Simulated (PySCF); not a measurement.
# Run report: BH (charge −1), single-point calculation

- system: BH, charge −1, multiplicity 2
- method: UHF/jorge-dzp-dkh (PySCF 2.14.0)

Some settings of this run were made unusual or wrong on purpose.

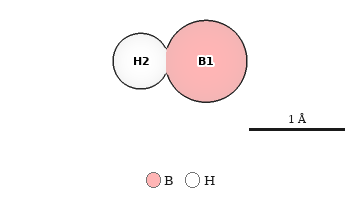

Fig. 1: The structure (ball-and-stick view, seen at a tilt; atoms are numbered from 1 in the order of the input). Bond lengths as drawn: B–H 0.69 Å.

Input file:
```python
from pyscf import gto, scf

mol = gto.M(
    atom='B 0 0 0; H 0 0 1.297',
    basis='jorge-dzp-dkh',
    charge=-1,
    spin=1,
    unit='bohr',
    verbose=3,
)
mf = scf.UHF(mol)
mf = mf.sfx2c1e()
mf.kernel()
mf.analyze()
print('orbital energies (hartree):', [e[max(0, n-3):n+3].round(4) for e, n in zip(mf.mo_energy, mol.nelec)])
```

Machine: 1 CPU thread, shared host.

Launched with:
```bash
OMP_NUM_THREADS=1 python input.py
```

What the program printed:
```
WARN: HOMO -0.020153853000413 >= LUMO -0.020153853000413

converged SCF energy = -24.7436388090452  <S^2> = 0.76026592  2S+1 = 2.0102397
**** MO energy ****
                             alpha | beta                alpha | beta
MO #1   energy= -7.330243471441    | -7.32173110085319  occ= 1 | 1
MO #2   energy= -0.497426427259581 | -0.453757006893227 occ= 1 | 1
MO #3   energy= -0.047408645213082 | -0.00334814413621309 occ= 1 | 1
MO #4   energy= 0.0149609349008362 | 0.330292976250586  occ= 1 | 0
MO #5   energy= 0.314340042969327  | 0.366213588481932  occ= 0 | 0
MO #6   energy= 0.435865624675561  | 0.449614038534099  occ= 0 | 0
MO #7   energy= 0.593690881509616  | 0.602750804872036  occ= 0 | 0
MO #8   energy= 0.621245136232609  | 0.697662026587363  occ= 0 | 0
MO #9   energy= 0.686454093554477  | 0.735559026022093  occ= 0 | 0
MO #10  energy= 0.841243190856371  | 0.865628412157001  occ= 0 | 0
MO #11  energy= 1.28294327914262   | 1.3090254409176    occ= 0 | 0
MO #12  energy= 1.30260859025327   | 1.34469119696331   occ= 0 | 0
MO #13  energy= 1.31082628429647   | 1.34654103585388   occ= 0 | 0
MO #14  energy= 1.31466683868789   | 1.37652566118054   occ= 0 | 0
MO #15  energy= 1.34018408367383   | 1.3915535745886    occ= 0 | 0
MO #16  energy= 2.326639117383     | 2.33416827159256   occ= 0 | 0
MO #17  energy= 2.75228564385973   | 2.75525061281096   occ= 0 | 0
MO #18  energy= 2.75897824986124   | 2.7817126417246    occ= 0 | 0
MO #19  energy= 3.96942538706927   | 3.97310516732474   occ= 0 | 0
MO #20  energy= 14.0901047590717   | 14.0966954740728   occ= 0 | 0

To work with the spin densities directly, `use mulliken_meta_spin()` only printing them here.

 ** Mulliken spin pop alpha/beta on meta-lowdin orthogonal AOs **
 ** Mulliken Spin Density (per atom)  **
spin density of  0 B =      1.02629
spin density of  1 H =     -0.02629
 ** Mulliken pop alpha/beta on meta-lowdin orthogonal AOs **
 ** Mulliken atomic charges   ( Nelec_alpha | Nelec_beta ) **
charge of  0B =     -0.84523  (     3.43576      2.40947 )
charge of  1H =     -0.15477  (     0.56424      0.59053 )
Dipole moment(X, Y, Z, Debye):  0.00000, -0.00000,  3.21929
orbital energies (hartree): [array([-0.4974, -0.0474,  0.015 ,  0.3143,  0.4359,  0.5937]), array([-7.3217e+00, -4.5380e-01, -3.3000e-03,  3.3030e-01,  3.6620e-01,
        4.4960e-01])]
```

What the run reported:

| quantity | value |
| --- | --- |
| outcome | converged |
| SCF energy | −24.743639 hartree |
| ⟨S²⟩ | 0.760 |
| wall time | 1.6 s |

What went wrong:

Some settings of this run were drawn to be unusual or wrong. It converged; results that depend on the unusual settings are not reference values.
